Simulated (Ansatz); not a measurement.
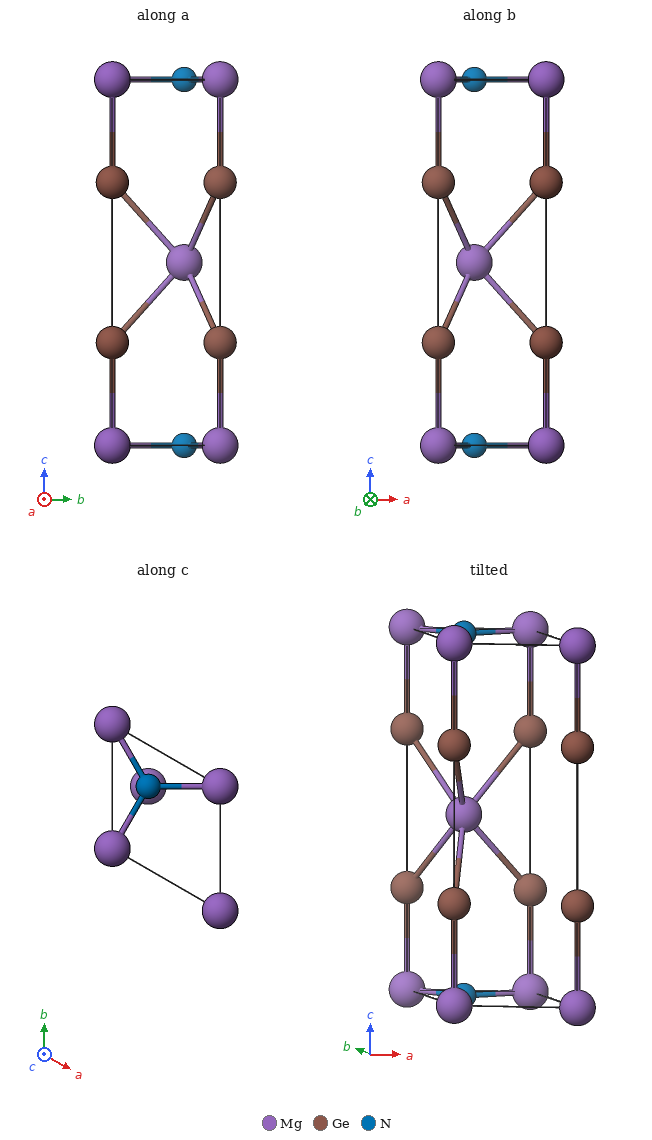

The crystal in a ball-and-stick representation, seen along the a axis, along the b axis, along the c axis and slightly off an axis. Lines trace the edges of the conventional unit cell.

Lattice parameters: a = 3.380 Å, b = 3.380 Å, c = 9.938 Å, α = 90.00°, β = 90.00°, γ = 120.00°.

> Reconstruct the structure as a table of Wyckoff sites, with free fractional coordinates to two decimals.

Space group P-6m2 (No. 187).
```
atom  site       x       y     z
  Mg    1d  0.3333  0.6667  0.50
  Mg    1a    0.00    0.00  0.00
  Ge    2g    0.00    0.00  0.72
   N    1c  0.3333  0.6667  0.00
```

Source of the structure: a random cell made by a generator, so it need not be a real form of the compound. Earlier steps of the study may have refined or changed the cell and positions. Ansatz was used for an electronic-structure calculation on it.
